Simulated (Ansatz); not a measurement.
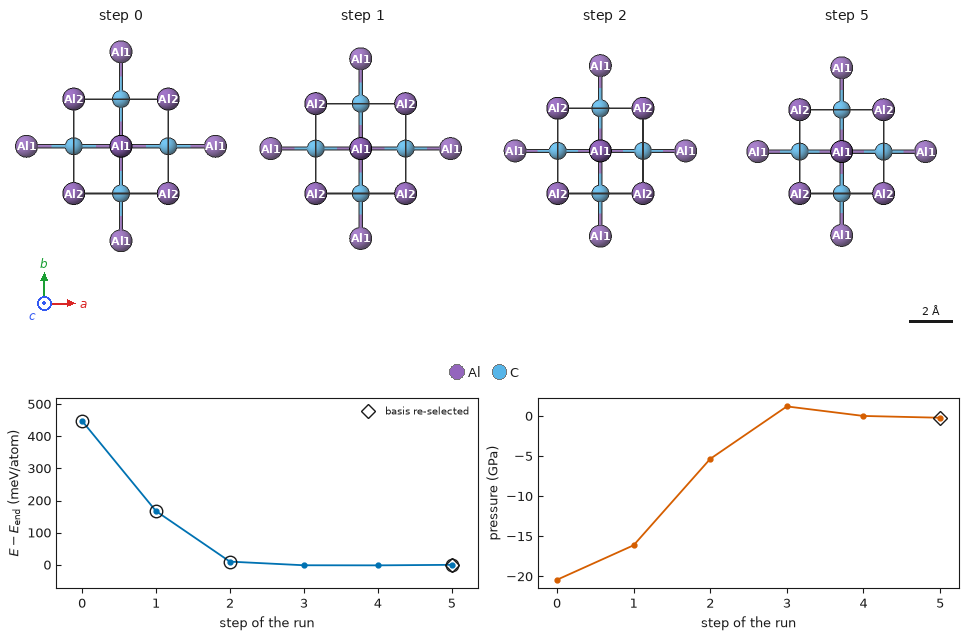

Frames of a relaxation of a crystal of Al2C3 (a generated structure, set up in Pm-3m) (coarse preliminary run), marked on the history of the run. Style: ball-and-stick. Shown: the cell of the calculation, along the c axis.

Computed with DFT PBE, scalar-relativistic, plane waves, PAW in Ansatz. Set-up: plane-wave cutoff 420 eV; k-point mesh 4 × 4 × 4; occupations gaussian; smearing width 0.1 eV; no spin polarisation; cell and atoms relaxed; force threshold 0.04 eV/Å; at most 70 steps.

Describe the path.

Answer. No atom moves by more than 0.005 Å relative to the cell. The drawn cell changes as follows: a = b = c 4.404 → 3.908 Å (−11.3 %); the volume changes by −30.1 %. Among the contacts that change: Al–C 2.202 → 1.954 Å. The space group stays Pm-3m (No. 221). The energy falls by 448 meV per atom in 4 accepted moves (5 points after the start). All forces vanish by symmetry, so only the cell relaxes. The pressure goes from −20.42 to −0.22 GPa. The SCF was repeated once at an unchanged geometry on a basis and grid sized afresh for the cell, which shifted the energy by 1.6 meV per atom at most. The run took 9.4 s on 1 thread of Intel(R) Xeon(R) Processor @ 2.70GHz, on a shared host, peak memory 0.33 GiB. From step 0 to 1: volume −13.9 %, energy −281 meV per atom. From step 1 to 2: volume −14.6 %, energy −157 meV per atom. From step 2 to 5: volume −4.9 %, energy −10.0 meV per atom.

```tsv
step	E − E(0), meV/atom	pressure, GPa	volume, Å³/atom	note
0	0.00	-20.42	17.086	
1	-280.58	-16.12	14.707	
2	-437.70	-5.35	12.560	
3	-449.03	1.19	11.822	
4	-449.30	0.00	11.941	
5	-447.68	-0.22	11.941	same geometry, new basis
```
